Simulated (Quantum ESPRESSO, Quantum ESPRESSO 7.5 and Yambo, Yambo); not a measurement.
# Quasiparticle gap of SrTiO3 (Tausonite) in Yambo

How does a plane-wave GW calculation on SrTiO3 (Tausonite) run from the first input to the gap?

Method: PBE and many-body steps on it, plane waves, in Quantum ESPRESSO 7.5 and Yambo 5.3.0.

**What was measured.**

- Gap 3.77 eV: direct gap (M0 critical point); spectroscopic ellipsometry, second-derivative fit; 300 K; bulk crystal (commercial single crystal) (“Optical probe of ferroelectric order in bulk and thin film perovskite titanates”, 2013, arxiv:1309.1245).

## Step 1: Set-up

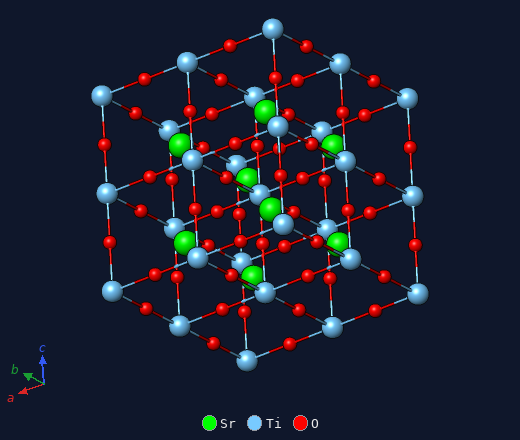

The cell as given, from a free direction (strontium green, titanium blue, oxygen red). 2×2×2 cells are drawn. Some periodic images of atoms are drawn too.

The cell and positions come from the Crystallography Open Database and are kept as given unless a step says otherwise.

## Step 2: Ground state

This step: Quantum ESPRESSO 7.5; DFT, PBE, plane waves, norm-conserving pseudopotentials.

The ground-state density comes first.

Input file pw.in:

```
&control
  calculation = 'scf'
  prefix = 'x'
  outdir = 'o'
  pseudo_dir = 'pseudo'
/
&system
  ibrav = 0
  nat = 5
  ntyp = 3
  ecutwfc = 76.0
  nbnd = 26
  force_symmorphic = .true.
/
&electrons
  conv_thr = 1e-10
  electron_maxstep = 80
  mixing_beta = 0.5
/
ATOMIC_SPECIES
  Sr 87.62 Sr.upf
  Ti 47.867 Ti.upf
  O 15.999 O.upf
CELL_PARAMETERS angstrom
  3.9052800000 0.0000000000 0.0000000000
  0.0000000000 3.9052800000 0.0000000000
  0.0000000000 0.0000000000 3.9052800000
ATOMIC_POSITIONS crystal
  Sr 0.5000000000 0.5000000000 0.5000000000
  Ti 0.0000000000 0.0000000000 0.0000000000
  O 0.5000000000 0.0000000000 0.0000000000
  O 0.0000000000 0.5000000000 0.0000000000
  O 0.0000000000 0.0000000000 0.5000000000
K_POINTS automatic
  6 6 6 0 0 0
```

Command:

```console
> OMP_NUM_THREADS=1 mpirun -n 4 pw.x -nk 4 -in pw.in > pw.out
```

What it wrote:

```text
Program PWSCF v.7.5 starts

     This program is part of the open-source Quantum ESPRESSO suite
     for quantum simulation of materials; please cite
         "P. Giannozzi et al., J. Phys.:Condens. Matter 21 395502 (2009);
         "P. Giannozzi et al., J. Phys.:Condens. Matter 29 465901 (2017);
         "P. Giannozzi et al., J. Chem. Phys. 152 154105 (2020);
     in publications or presentations arising from this work. More details at
     Message from routine setup:
     using ibrav=0 with symmetry is DISCOURAGED, use correct ibrav instead

     G-vector sticks info

     bravais-lattice index     =            0
     lattice parameter (alat)  =       7.3799  a.u.
     unit-cell volume          =     401.9325 (a.u.)^3
     number of atoms/cell      =            5
     number of atomic types    =            3
     number of electrons       =        40.00
     number of Kohn-Sham states=           26
     kinetic-energy cutoff     =      76.0000  Ry
     charge density cutoff     =     304.0000  Ry
     scf convergence threshold =      1.0E-10
     mixing beta               =       0.5000
     number of iterations used =            8  plain     mixing
     Exchange-correlation= PBE
                           (   1   4   3   4   0   0   0)

     celldm(1)=   7.379910  celldm(2)=   0.000000  celldm(3)=   0.000000
     celldm(4)=   0.000000  celldm(5)=   0.000000  celldm(6)=   0.000000

     crystal axes: (cart. coord. in units of alat)
               a(1) = (   1.000000   0.000000   0.000000 )
               a(2) = (   0.000000   1.000000   0.000000 )
               a(3) = (   0.000000   0.000000   1.000000 )

     reciprocal axes: (cart. coord. in units 2 pi/alat)
               b(1) = (  1.000000  0.000000  0.000000 )
               b(2) = (  0.000000  1.000000  0.000000 )
               b(3) = (  0.000000  0.000000  1.000000 )
     Pseudo is Norm-conserving + core correction, Zval = 10.0
     Generated using ONCVPSP code by D. R. Hamann
     Using radial grid of 1834 points,  6 beta functions with:
     Pseudo is Norm-conserving + core correction, Zval = 12.0
     Generated using ONCVPSP code by D. R. Hamann
     Using radial grid of 1586 points,  6 beta functions with:
     Pseudo is Norm-conserving + core correction, Zval =  6.0
     Generated using ONCVPSP code by D. R. Hamann
     Using radial grid of  936 points,  5 beta functions with:
     Sr               10.00    87.62000     Sr( 1.00)
     Ti               12.00    47.86700     Ti( 1.00)
     O                 6.00    15.99900     O ( 1.00)

     48 Sym. Ops., with inversion, found

   Cartesian axes

     site n.     atom                  positions (alat units)
         1        Sr     tau(   1) = (   0.5000000   0.5000000   0.5000000  )
         2        Ti     tau(   2) = (   0.0000000   0.0000000   0.0000000  )
         3        O      tau(   3) = (   0.5000000   0.0000000   0.0000000  )
         4        O      tau(   4) = (   0.0000000   0.5000000   0.0000000  )
         5        O      tau(   5) = (   0.0000000   0.0000000   0.5000000  )

     number of k points=    20
                       cart. coord. in units 2pi/alat
        k(    1) = (   0.0000000   0.0000000   0.0000000), wk =   0.0092593
        k(    2) = (   0.0000000   0.0000000   0.1666667), wk =   0.0555556
        k(    3) = (   0.0000000   0.0000000   0.3333333), wk =   0.0555556
        k(    4) = (   0.0000000   0.0000000  -0.5000000), wk =   0.0277778
        k(    5) = (   0.0000000   0.1666667   0.1666667), wk =   0.1111111
        k(    6) = (   0.0000000   0.1666667   0.3333333), wk =   0.2222222
        k(    7) = (   0.0000000   0.1666667  -0.5000000), wk =   0.1111111
        k(    8) = (   0.0000000   0.3333333   0.3333333), wk =   0.1111111
        k(    9) = (   0.0000000   0.3333333  -0.5000000), wk =   0.1111111
        k(   10) = (   0.0000000  -0.5000000  -0.5000000), wk =   0.0277778
     [... 8 further rows ...]
        k(   19) = (   0.3333333  -0.5000000  -0.5000000), wk =   0.0555556
        k(   20) = (  -0.5000000  -0.5000000  -0.5000000), wk =   0.0092593

     Dense  grid:    36041 G-vectors     FFT dimensions: (  45,  45,  45)

     Initial potential from superposition of free atoms

     starting charge      39.9901, renormalised to      40.0000
     Starting wfcs are   27 randomized atomic wfcs

     per-process dynamical memory:    37.2 Mb

     Self-consistent Calculation

     iteration #  1     ecut=    76.00 Ry     beta= 0.50

     total energy              =    -286.34907618 Ry
     estimated scf accuracy    <       1.82256532 Ry

     iteration #  2     ecut=    76.00 Ry     beta= 0.50

     total energy              =    -286.17705873 Ry
     estimated scf accuracy    <       4.23967324 Ry

     iteration #  3     ecut=    76.00 Ry     beta= 0.50

     total energy              =    -287.08882050 Ry
     estimated scf accuracy    <       0.24573359 Ry

     iteration #  4     ecut=    76.00 Ry     beta= 0.50

     total energy              =    -287.05739207 Ry
     estimated scf accuracy    <       0.08460359 Ry

     iteration #  5     ecut=    76.00 Ry     beta= 0.50

     total energy              =    -287.08113355 Ry
     estimated scf accuracy    <       0.01740189 Ry

     iteration #  6     ecut=    76.00 Ry     beta= 0.50

     total energy              =    -287.08120972 Ry
     estimated scf accuracy    <       0.00230544 Ry

     iteration #  7     ecut=    76.00 Ry     beta= 0.50

     total energy              =    -287.08179541 Ry
     estimated scf accuracy    <       0.00013899 Ry

     iteration #  8     ecut=    76.00 Ry     beta= 0.50

     total energy              =    -287.08179121 Ry
     estimated scf accuracy    <       0.00003260 Ry

     iteration #  9     ecut=    76.00 Ry     beta= 0.50

     total energy              =    -287.08179759 Ry
     estimated scf accuracy    <       0.00000017 Ry

     iteration # 10     ecut=    76.00 Ry     beta= 0.50

     total energy              =    -287.08179769 Ry
     estimated scf accuracy    <       0.00000005 Ry

     iteration # 11     ecut=    76.00 Ry     beta= 0.50

     total energy              =    -287.08179770 Ry
     estimated scf accuracy    <          2.1E-09 Ry

     iteration # 12     ecut=    76.00 Ry     beta= 0.50

     total energy              =    -287.08179770 Ry
     estimated scf accuracy    <          6.0E-10 Ry

     iteration # 13     ecut=    76.00 Ry     beta= 0.50

     total energy              =    -287.08179770 Ry
     estimated scf accuracy    <          1.3E-10 Ry

     iteration # 14     ecut=    76.00 Ry     beta= 0.50

     End of self-consistent calculation

          k = 0.0000 0.0000 0.0000 (  4457 PWs)   bands (ev):

   -46.3526 -22.6721 -22.6270 -22.6270 -22.6270  -7.3121  -6.3299  -6.3299
    -4.6610  -4.6610  -4.6610   7.2355   7.2355   7.2355   8.8811   8.8811
     8.8811   9.6917   9.6917   9.6917  11.9546  11.9546  11.9546  14.4349
    14.4349  15.5056

          k = 0.0000 0.0000 0.1667 (  4525 PWs)   bands (ev):

   -46.3523 -22.7135 -22.6263 -22.6263 -22.5975  -7.3308  -6.3234  -6.3201
    -4.6493  -4.6493  -4.4854   6.8839   7.2187   7.2187   8.5465   8.5465
     8.6549   8.9454   9.5443   9.5443  11.9947  12.5241  12.5241  14.4403
    15.1720  15.9448

          k = 0.0000 0.0000 0.3333 (  4500 PWs)   bands (ev):

   -46.3515 -22.7663 -22.6248 -22.6248 -22.5679  -7.4554  -6.3002  -6.1422
    -4.6257  -4.6257  -4.1970   6.1332   7.2026   7.2026   7.9492   7.9766
     7.9766   8.2598   9.3794   9.3794  12.0782  13.4535  13.4535  14.4470
    16.2106  16.9464

          k = 0.0000 0.0000-0.5000 (  4484 PWs)   bands (ev):

     [... further k-points ...]

     highest occupied, lowest unoccupied level (ev):    10.0469   11.9546

!    total energy              =    -287.08179770 Ry
     estimated scf accuracy    <          6.0E-12 Ry

     The total energy is the sum of the following terms:
     one-electron contribution =     -75.45083833 Ry
     hartree contribution      =      60.40589909 Ry
     xc contribution           =     -59.54529961 Ry
     ewald contribution        =    -212.49155884 Ry

     convergence has been achieved in  14 iterations

     XML data file, charge density, pseudopotentials, collected wavefunctions

=------------------------------------------------------------------------------=
   JOB DONE.
=------------------------------------------------------------------------------=
```

Run time: 16 s. Hardware: 4 MPI ranks of Arm Neoverse V1, shared host; peak memory 0.32 GiB; 62 s of CPU time.

This step gave:

| Item | Value |
| --- | --- |
| total energy | -3905.9468 eV |
| gap | 1.908 eV |
| k of the valence top | -0.5, -0.5, -0.5 |
| k of the conduction bottom | 0, 0, 0 |
| least direct gap | 2.263 eV |

The gap is indirect, with the least direct gap 0.36 eV higher.

## Step 3: Bands along the symmetry lines

The cheap functional maps the bands first; the places of the edges decide which points the dearer methods must see.

Input file pw.in:

```
&control
  calculation = 'bands'
  prefix = 'x'
  outdir = 'o'
  pseudo_dir = 'pseudo'
/
&system
  ibrav = 0
  nat = 5
  ntyp = 3
  ecutwfc = 76.0
  nbnd = 26
  force_symmorphic = .true.
/
&electrons
  conv_thr = 1e-9
  electron_maxstep = 80
  diago_full_acc = .true.
  diago_thr_init = 5e-6
/
ATOMIC_SPECIES
  Sr 87.62 Sr.upf
  Ti 47.867 Ti.upf
  O 15.999 O.upf
CELL_PARAMETERS angstrom
  3.9052800000 0.0000000000 0.0000000000
  0.0000000000 3.9052800000 0.0000000000
  0.0000000000 0.0000000000 3.9052800000
ATOMIC_POSITIONS crystal
  Sr 0.5000000000 0.5000000000 0.5000000000
  Ti 0.0000000000 0.0000000000 0.0000000000
  O 0.5000000000 0.0000000000 0.0000000000
  O 0.0000000000 0.5000000000 0.0000000000
  O 0.0000000000 0.0000000000 0.5000000000
K_POINTS crystal
  50
  0.00000000 0.00000000 0.00000000 1
  0.00000000 0.06250000 0.00000000 1
  0.00000000 0.12500000 0.00000000 1
  0.00000000 0.18750000 0.00000000 1
  0.00000000 0.25000000 0.00000000 1
  0.00000000 0.31250000 0.00000000 1
  0.00000000 0.37500000 0.00000000 1
  0.00000000 0.43750000 0.00000000 1
  0.00000000 0.50000000 0.00000000 1
  0.06250000 0.50000000 0.00000000 1
  0.12500000 0.50000000 0.00000000 1
  0.18750000 0.50000000 0.00000000 1
  0.25000000 0.50000000 0.00000000 1
  0.31250000 0.50000000 0.00000000 1
  0.37500000 0.50000000 0.00000000 1
  0.43750000 0.50000000 0.00000000 1
  0.50000000 0.50000000 0.00000000 1
  0.43750000 0.43750000 0.00000000 1
  0.37500000 0.37500000 0.00000000 1
  0.31250000 0.31250000 0.00000000 1
  0.25000000 0.25000000 0.00000000 1
  0.18750000 0.18750000 0.00000000 1
  0.12500000 0.12500000 0.00000000 1
  0.06250000 0.06250000 0.00000000 1
  0.00000000 0.00000000 0.00000000 1
  0.06250000 0.06250000 0.06250000 1
  0.12500000 0.12500000 0.12500000 1
  0.18750000 0.18750000 0.18750000 1
  0.25000000 0.25000000 0.25000000 1
  0.31250000 0.31250000 0.31250000 1
  0.37500000 0.37500000 0.37500000 1
  0.43750000 0.43750000 0.43750000 1
  0.50000000 0.50000000 0.50000000 1
  0.43750000 0.50000000 0.43750000 1
  0.37500000 0.50000000 0.37500000 1
  0.31250000 0.50000000 0.31250000 1
  0.25000000 0.50000000 0.25000000 1
  0.18750000 0.50000000 0.18750000 1
  0.12500000 0.50000000 0.12500000 1
  0.06250000 0.50000000 0.06250000 1
  0.00000000 0.50000000 0.00000000 1
  0.50000000 0.50000000 0.50000000 1
  0.50000000 0.50000000 0.43750000 1
  0.50000000 0.50000000 0.37500000 1
  0.50000000 0.50000000 0.31250000 1
  0.50000000 0.50000000 0.25000000 1
  0.50000000 0.50000000 0.18750000 1
  0.50000000 0.50000000 0.12500000 1
  0.50000000 0.50000000 0.06250000 1
  0.50000000 0.50000000 0.00000000 1
```

What it wrote:

```text
[banner, memory and clock lines left out]
Program PWSCF v.7.5 starts

     Atomic positions and unit cell read from directory:
     o/x.save/

     Message from routine setup:
     using ibrav=0 with symmetry is DISCOURAGED, use correct ibrav instead

     G-vector sticks info

     bravais-lattice index     =            0
     lattice parameter (alat)  =       7.3799  a.u.
     unit-cell volume          =     401.9325 (a.u.)^3
     number of atoms/cell      =            5
     number of atomic types    =            3
     number of electrons       =        40.00
     number of Kohn-Sham states=           26
     kinetic-energy cutoff     =      76.0000  Ry
     charge density cutoff     =     304.0000  Ry
     Exchange-correlation= PBE
                           (   1   4   3   4   0   0   0)

     celldm(1)=   7.379910  celldm(2)=   0.000000  celldm(3)=   0.000000
     celldm(4)=   0.000000  celldm(5)=   0.000000  celldm(6)=   0.000000

     crystal axes: (cart. coord. in units of alat)
               a(1) = (   1.000000   0.000000   0.000000 )
               a(2) = (   0.000000   1.000000   0.000000 )
               a(3) = (   0.000000   0.000000   1.000000 )

     reciprocal axes: (cart. coord. in units 2 pi/alat)
               b(1) = (  1.000000  0.000000  0.000000 )
               b(2) = (  0.000000  1.000000  0.000000 )
               b(3) = (  0.000000  0.000000  1.000000 )
     Pseudo is Norm-conserving + core correction, Zval = 10.0
     Generated using ONCVPSP code by D. R. Hamann
     Using radial grid of 1834 points,  6 beta functions with:
     Pseudo is Norm-conserving + core correction, Zval = 12.0
     Generated using ONCVPSP code by D. R. Hamann
     Using radial grid of 1586 points,  6 beta functions with:
     Pseudo is Norm-conserving + core correction, Zval =  6.0
     Generated using ONCVPSP code by D. R. Hamann
     Using radial grid of  936 points,  5 beta functions with:
     Sr               10.00    87.62000     Sr( 1.00)
     Ti               12.00    47.86700     Ti( 1.00)
     O                 6.00    15.99900     O ( 1.00)

     48 Sym. Ops., with inversion, found

   Cartesian axes

     site n.     atom                  positions (alat units)
         1        Sr     tau(   1) = (   0.5000000   0.5000000   0.5000000  )
         2        Ti     tau(   2) = (   0.0000000   0.0000000   0.0000000  )
         3        O      tau(   3) = (   0.5000000   0.0000000   0.0000000  )
         4        O      tau(   4) = (   0.0000000   0.5000000   0.0000000  )
         5        O      tau(   5) = (   0.0000000   0.0000000   0.5000000  )

     number of k points=    50
                       cart. coord. in units 2pi/alat
        k(    1) = (   0.0000000   0.0000000   0.0000000), wk =   0.0400000
        k(    2) = (   0.0000000   0.0625000   0.0000000), wk =   0.0400000
        k(    3) = (   0.0000000   0.1250000   0.0000000), wk =   0.0400000
[...]
[... 38 further rows ...]
        k(   49) = (   0.5000000   0.5000000   0.0625000), wk =   0.0400000
        k(   50) = (   0.5000000   0.5000000   0.0000000), wk =   0.0400000

     Dense  grid:    36041 G-vectors     FFT dimensions: (  45,  45,  45)

     The potential is recalculated from file :
     o/x.save/charge-density

     Starting wfcs are   27 randomized atomic wfcs

     Band Structure Calculation

     End of band structure calculation

          k = 0.0000 0.0000 0.0000 (  4457 PWs)   bands (ev):

   -46.3527 -22.6721 -22.6271 -22.6271 -22.6271  -7.3121  -6.3299  -6.3299
    -4.6610  -4.6610  -4.6610   7.2355   7.2355   7.2355   8.8811   8.8811
     8.8811   9.6918   9.6918   9.6918  11.9546  11.9546  11.9546  14.4348
    14.4349  15.5056

          k = 0.0000 0.0625 0.0000 (  4485 PWs)   bands (ev):

[...]
14.5651  15.5703

          k = 0.0000 0.1250 0.0000 (  4509 PWs)   bands (ev):

[...]
14.8962  15.7606

[...]
k = 0.5000 0.5000 0.0625 (  4496 PWs)   bands (ev):

[...]
17.9539  18.3910

          k = 0.5000 0.5000 0.0000 (  4500 PWs)   bands (ev):

[...]
-4.5566  -4.2411  -4.2411   5.4282   5.5333   5.8694   7.2143   7.2143
     8.3223   8.4929   8.4929   9.9609  13.8855  13.8855  14.3484  15.4144
    17.9846  18.3561

     XML data file, pseudopotentials, collected wavefunctions
```

Run time: 11 s. Hardware: 4 MPI ranks; peak memory 0.26 GiB.

This step gave:

```
gap                        : 1.908 eV
k of the valence top       : 0.5, 0.5, 0.5
k of the conduction bottom : 0, 0, 0
least direct gap           : 2.263 eV
```

The gap is 1.908 eV, as in the run before at this level.

Electronic bands along the path, in eV, zero at the top of the highest filled band:

```tsv
point	band 17	band 18	band 19	band 20	band 21	band 22	band 23	band 24
Γ	-1.17	-0.36	-0.36	-0.36	1.91	1.91	1.91	4.39
X	-2.34	-1.96	-0.73	-0.73	2.07	3.83	3.83	4.40
M	-1.72	-1.55	-1.55	-0.09	3.84	3.84	4.30	5.37
Γ	-1.17	-0.36	-0.36	-0.36	1.91	1.91	1.91	4.39
R	-3.71	0.00	0.00	0.00	4.52	4.52	4.52	7.00
X	-2.34	-1.96	-0.73	-0.73	2.07	3.83	3.83	4.40
jump to R	-3.71	0.00	0.00	0.00	4.52	4.52	4.52	7.00
M	-1.72	-1.55	-1.55	-0.09	3.84	3.84	4.30	5.37
```

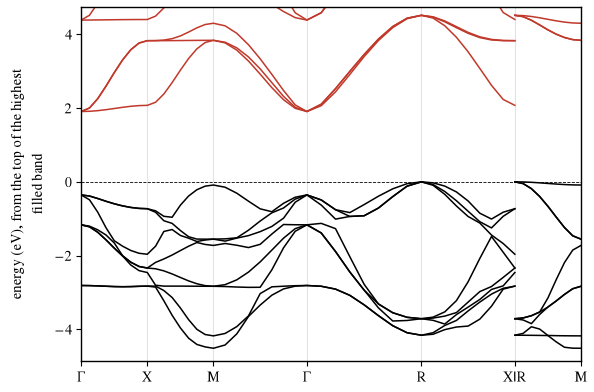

Electronic bands along the path; lines of filled and empty bands in two colours.

(Continued in part 2 of 3.)

[Paths, hosts, dates, memory and timing lines, banners, echoed tables and standing remarks are left out of the program output.]

[Logs are printed without paths, hosts, clocks, repeated set-up lines and the standing remarks that a program may print on its own settings, such as how far it seeks lower states.]

[Runs of the session that timed out or met a known fault of the program may be left out.]

[Hosts, paths, dates, database ids (printed as entryN), source tags and the programs' standing remarks are cut or masked in the printed files.]
